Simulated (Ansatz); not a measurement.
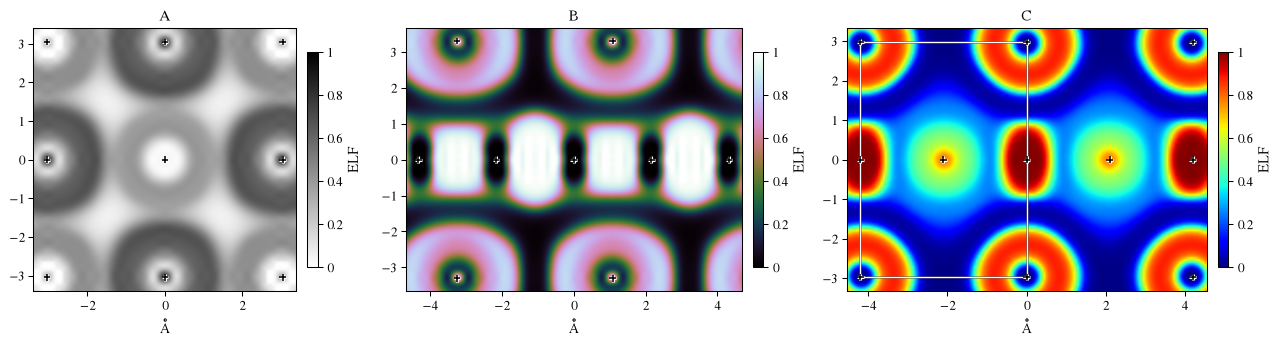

The ELF of 3 systems, each on a plane through atoms (crosses mark nuclei in the plane).

Method: DFT PBE, scalar-relativistic, plane waves, PAW (Ansatz).

System 1: RbHgH₃, the (110) plane of the conventional cell. Space group Pm-3m; a structure generated by program, which may or may not match a known phase.

```
CELL_PARAMETERS angstrom
4.20245 0.00000 0.00000
0.00000 4.20245 0.00000
0.00000 0.00000 4.20245
ATOMIC_POSITIONS crystal
Rb 0.50000 0.50000 0.50000
Hg 0.00000 0.00000 0.00000
H 0.50000 0.00000 0.00000
H 0.00000 0.50000 0.00000
H 0.00000 0.00000 0.50000
```

System 2: Be₂I₃, the (11̄0) plane of the conventional cell. Space group P6/mmm; a structure generated by program, which may or may not match a known phase; computed without spin polarisation.

System 3: Ge₅I₃, the (010) plane of the conventional cell. Space group Pm-3m; a structure generated by program, which may or may not match a known phase; computed without spin polarisation.

Question: Match each panel to its system.

Answer: Panel A is system 3, Ge₅I₃: the plane holds Ge and I. Ge–I (3.05 Å): the ELF is about 0.45 at the midpoint. Panel B is system 2, Be₂I₃: the plane holds Be and I. Be–I (3.48 Å): the ELF is about 0.25 at the midpoint. Panel C is system 1, RbHgH₃: the plane holds Rb, Hg and H. Hg–H (2.10 Å): the ELF climbs to about 1 towards the hydrogen.
